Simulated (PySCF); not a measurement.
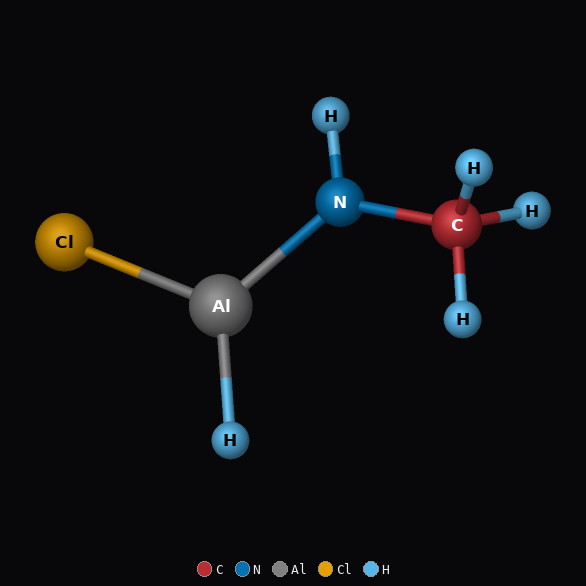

Ball-and-stick drawing of a structure. Every bond is drawn as one stick, whatever its order.

The geometry was computed by an optimisation with PBE0-D3(BJ)/def2-SVP. No frequency run is at hand to confirm it as a minimum.

What does the picture show?

The molecule is CH5AlClN. Its SMILES string is `C[NH][AlH][Cl]`. Coordination: 1 C tetrahedral; 1 N trigonal planar; 1 Al trigonal planar.

More results for the same structure follow; atom numbers are the same in all pictures, views and colours differ.

## Electronic properties

No frequency run is at hand to confirm it as a minimum. Method: ωB97X-D/pcSseg-2, gas phase (PySCF 2.14.0).

Computed properties:

- dipole moment: 2.30 D
- HOMO energy (Kohn–Sham orbital): −9.00 eV
- LUMO energy (Kohn–Sham orbital): 0.98 eV
- HOMO–LUMO gap: 9.98 eV

## NMR shielding

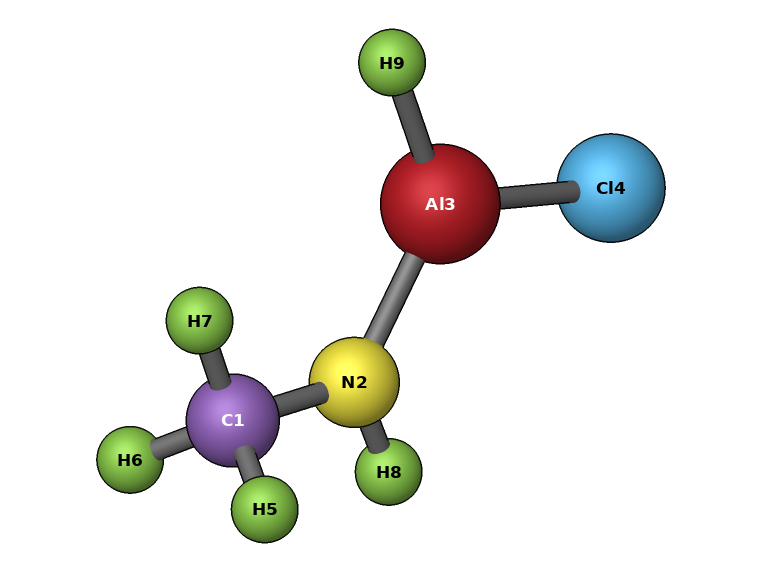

The questions are on isotropic NMR shieldings of the H atoms. No frequency run is at hand to confirm it as a minimum. Method: GIAO PBE/pcSseg-2 NMR shielding, non-relativistic, gas phase (PySCF 2.14.0).

Which H atom is the most shielded (lowest chemical shift)?

H8 (29.24 ppm).

Which H atom is the least shielded (highest chemical shift)?

H9 (26.44 ppm).

How wide is the range of H shifts?

2.80 ppm.

List the isotropic NMR shieldings of the H atoms.

```tsv
atom	σ (ppm)
H5	28.27
H6	28.25
H7	28.22
H8	29.24
H9	26.44
```

## Charges

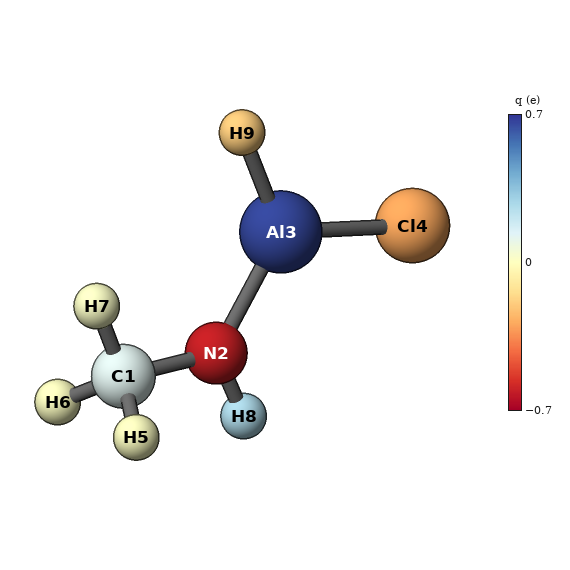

Atoms are coloured by their ESP-fitted charges. No frequency run is at hand to confirm it as a minimum. Level of theory: PBE0/cc-pVTZ, gas phase (PySCF 2.14.0).

Which atom carries the highest charge (most positive or least negative)?

Al3 (0.65 e).

And the lowest?

N2 (−0.60 e).

Give the ESP-fitted charges atom by atom.

```
atom  value (e)
  C1       0.12
  N2      −0.60
 Al3       0.65
 Cl4      −0.29
  H5       0.01
  H6       0.01
  H7       0.02
  H8       0.26
  H9      −0.19
```
